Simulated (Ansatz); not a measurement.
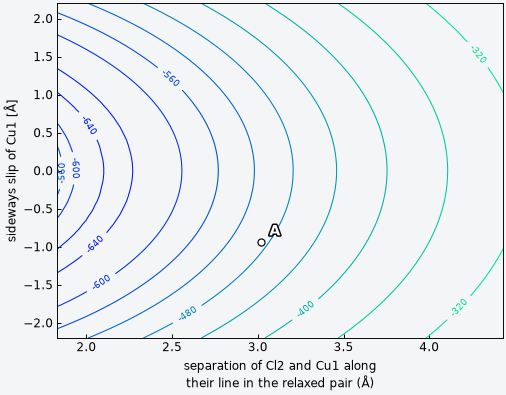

ClCu. First axis: separation of Cl2 and Cu1 along their line in the relaxed pair. Second axis: sideways slip of Cu1. Nothing is relaxed (both partners rigid). The scan uses a 15 × 15 grid; 119 points were computed and 106 follow by symmetry. Points are written as (first, second). All energies are given in kJ/mol relative to the two partners as ions far apart, frozen as in the relaxed pair, each in its own basis (no counterpoise correction). The calculation used RHF/def2-TZVPD in Ansatz.

Drawn: contour lines labelled in kJ/mol, the point A. Between grid points the surface is interpolated.

Is A at rest? If not, where is it pushed?

Answer. A, at (3.019 Å, −0.943 Å), is not a stationary point. The computed force is 164 kJ/mol for each Å towards smaller values of the first coordinate and 51 kJ/mol for each Å towards larger values of sideways slip of Cu1.
